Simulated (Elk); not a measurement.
Band structure of LaCoSi (P4/nmm, 6 atoms in the cell).

```
CELL_PARAMETERS angstrom
      4.06113     0.00000     0.00000
      0.00000     4.06113     0.00000
      0.00000     0.00000     7.30428
ATOMIC_POSITIONS crystal
  La 0.00000 0.50000 0.30482
  La 0.50000 0.00000 0.69518
  Co 0.00000 0.00000 0.00000
  Co 0.50000 0.50000 0.00000
  Si 0.00000 0.50000 0.84600
  Si 0.50000 0.00000 0.15400
```
Moments meant for the start (each program seeds them in its own way; μB, in the order of the atoms La La Co Co Si Si): 0.0 0.0 3.0 3.0 0.0 0.0.

Method: Elk with LDA (PW92), all-electron FP-LAPW, Elk's shipped species files, APW+lo basis with extra local orbitals.

Settings: xctype = 3; spinpol = true; rgkmax = 7.5; stype = 0; swidth = 0.00367493 Ha; ngridk = 5 5 3; reducebf = 0.7; gmaxvr = 14 1/bohr; nxlo = 2; lorbcnd = true; rmtscf = 0.89; lmaxi = 3; nempty = 10 per atom.

The starting cell comes from a database of computed structures (which also holds hypothetical and non-ambient phases and stackings), without a prior relaxation at this level. The moments shrank to a small part of their start, a low-spin state that need not be the lowest. Values depend on the basis (sphere radii, cutoffs, local orbitals), which need not be converged.

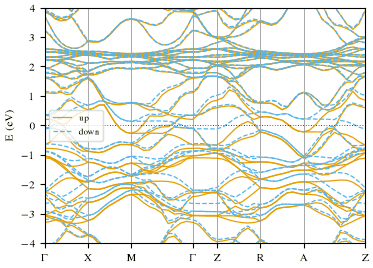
Bands along the path, energies from the Fermi level.

Levels in eV from the Fermi level, bands 27 to 34 of the first spin channel:
```
point     27     28     29     30     31     32    33    34
-----  -----  -----  -----  -----  -----  -----  ----  ----
Γ      -1.04  -0.78  -0.67  -0.10   0.20   0.34  1.11  1.61
X      -1.26  -1.26  -0.88  -0.88   0.52   0.52  1.59  1.59
M      -1.28  -1.28  -0.66  -0.66  -0.27  -0.27  0.76  0.76
Z      -0.94  -0.86  -0.85  -0.67   0.60   0.85  1.66  1.66
R      -1.24  -1.24  -0.22  -0.22   0.28   0.28  0.75  0.75
A      -1.28  -1.28  -1.11  -1.11  -0.22  -0.22  1.12  1.12
```

Bands cross the Fermi level along this path, so the cell is metallic at this level.

The net moment of the cell came out as 0.59 μB.
